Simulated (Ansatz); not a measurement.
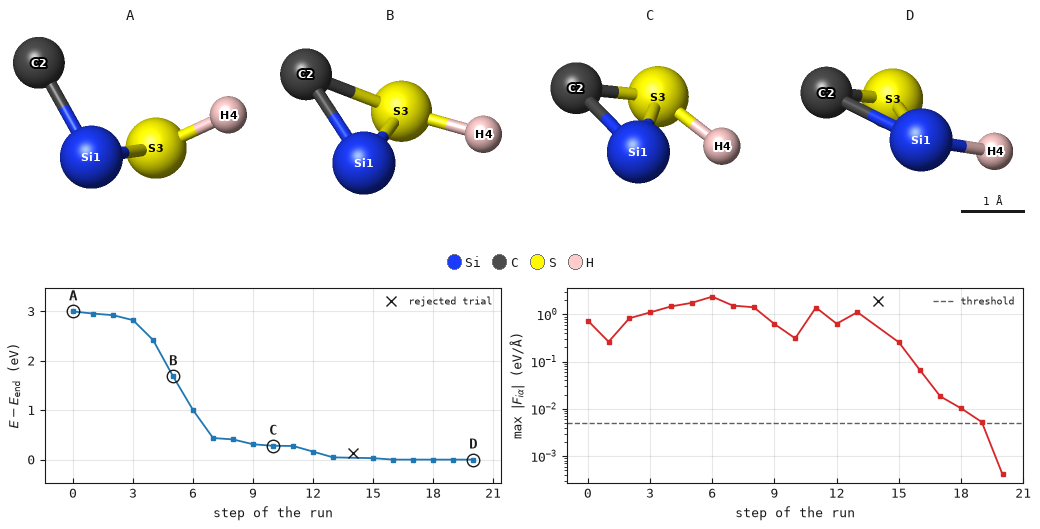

Frames of a relaxation of CHSSi (charge +1), marked on the history of the run. A ball-and-stick model, seen at a tilt.

It is one of the separated reactants of a reaction.

Level of theory: Ansatz 0.2.0, RKS PBE0-D4/def2-TZVP. (force threshold 0.005 eV/Å; at most 200 steps)

Question: Describe the path.

Answer: The largest move after the best rigid fit is that of S3, 1.07 Å. By element the largest moves are S 1.07 Å, Si 0.87 Å, H 0.85 Å, C 0.77 Å. Near-neighbour distances that change, for instance: C2–S3 2.811 → 1.578 Å, Si1–H4 2.673 → 1.548 Å, S3–H4 1.379 → 2.236 Å, Si1–C2 1.765 → 2.021 Å. New bonds form: C2–S3 (2.81 → 1.58 Å), Si1–H4 (2.67 → 1.55 Å). Bonds break: S3–H4 (1.38 → 2.24 Å). Bond angles that change, for instance: C2–Si1–S3 91.9° → 41.0°. Over 19 accepted moves (20 points after the start) the energy falls by 2.997 eV. Largest force component: 0.74 eV/Å at the start, 0.00041 eV/Å at the end. The line search rejected the trial step at point 14 of the run. From step 0 to 5: S3 moves most (0.66 Å), energy −1.312 eV. From step 5 to 10: H4 moves most (0.45 Å), energy −1.405 eV. From step 10 to 20: H4 moves most (0.46 Å), energy −0.279 eV.

```csv
step,"E − E(0), eV","largest force component, eV/Å",note
0,0.0000,0.7352,
1,-0.0429,0.2636,
2,-0.0753,0.8274,
3,-0.1762,1.1000,
4,-0.5770,1.4710,
5,-1.3122,1.7499,
6,-1.9947,2.3742,
7,-2.5599,1.5303,
8,-2.5883,1.4170,
9,-2.6860,0.6253,
10,-2.7176,0.3113,
11,-2.7202,1.3981,
12,-2.8352,0.6337,
13,-2.9515,1.1133,
14,-2.8631,1.9258,rejected
15,-2.9672,0.2567,
16,-2.9964,0.0675,
17,-2.9967,0.0184,
18,-2.9967,0.0103,
19,-2.9967,0.0053,
20,-2.9967,0.0004,
```
